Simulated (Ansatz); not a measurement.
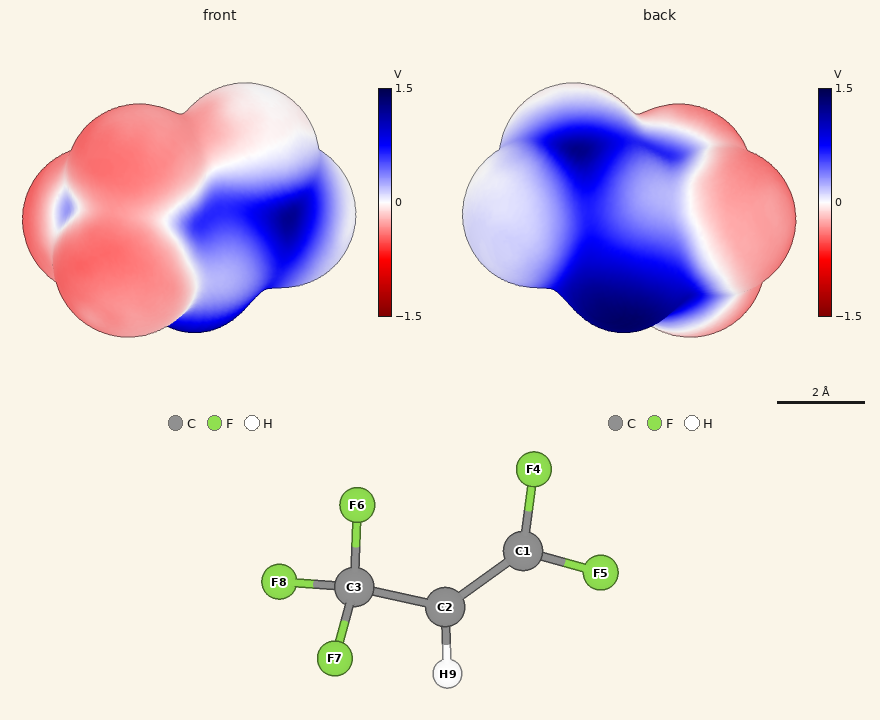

*C₃HF₅. The molecular electrostatic potential painted on the density surface at 0.001 e/bohr³, seen from the front and from behind; red is negative and blue positive. The bare structure is drawn below in the same view.*

Geometry: PBE0-D4/def2-SVP.

The calculation used Ansatz 0.2.0, isolated molecule in a Gaussian basis; Kohn-Sham density functional theory, functional PBE0.

The calculation's input:

```
basis:
  gaussian: {orbitals: def2-SVPD}
crystal:
  periodic: [false, false, false]
  atoms:
    - {symbol: C, position_ang: [1.279558, 0.075762, 0.165979]}
    - {symbol: C, position_ang: [1.340826, -0.755998, 1.200988]}
    - {symbol: C, position_ang: [0.192741, -1.495374, 1.792891]}
    - {symbol: F, position_ang: [0.216266, 0.392510, -0.510905]}
    - {symbol: F, position_ang: [2.325253, 0.694813, -0.307515]}
    - {symbol: F, position_ang: [-0.963233, -1.236805, 1.184938]}
    - {symbol: F, position_ang: [0.049358, -1.187666, 3.086609]}
    - {symbol: F, position_ang: [0.397448, -2.815764, 1.731387]}
    - {symbol: H, position_ang: [2.314463, -0.917930, 1.662839]}
hamiltonian: {xc: pbe0}
output: {forces: true, orbitals: {seedname: orbitals}}
```

Command:

```sh
ansatz run input.yaml --threads 2 --pin off --max-ram 5220MiB --events-out events.jsonl --progress --plain --runs-dir runs
```

> Where is the surface potential most negative and most positive?

The most negative region (about −0.4 V) lies over F6, F7 and F8, the most positive (about +1.4 V) over H9.

> What dipole moment does the calculation give?

Its dipole moment is 1.69 D.
